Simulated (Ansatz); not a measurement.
The starting structures come from a database of crystals and need not be the phases stable at ambient conditions.

 Where the default PAW files enter, the runs use the earlier of Ansatz's two default sets.

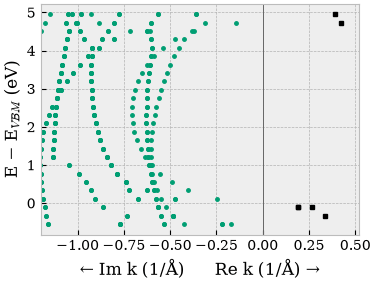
Complex bands at the centre of the two-dimensional zone; r2SCAN (Ansatz, an electronic-structure program)

No gap correction and no spin-orbit coupling; mid-gap values are interpolated between computed energies.

Task: This is CsReO4 (I4_1/amd, not sure to be the ambient phase, 12 atoms a cell, 21.4 Å³ an atom, -2 GPa at this level) along the normal of (001). Read off the slowest decay at the centre of the two-dimensional zone at 2.31 eV, the computed energy nearest the middle of the gap.

Result: κ ≈ 0.58 1/Å, a decay length 1/(2κ) of the density of 0.86 Å.
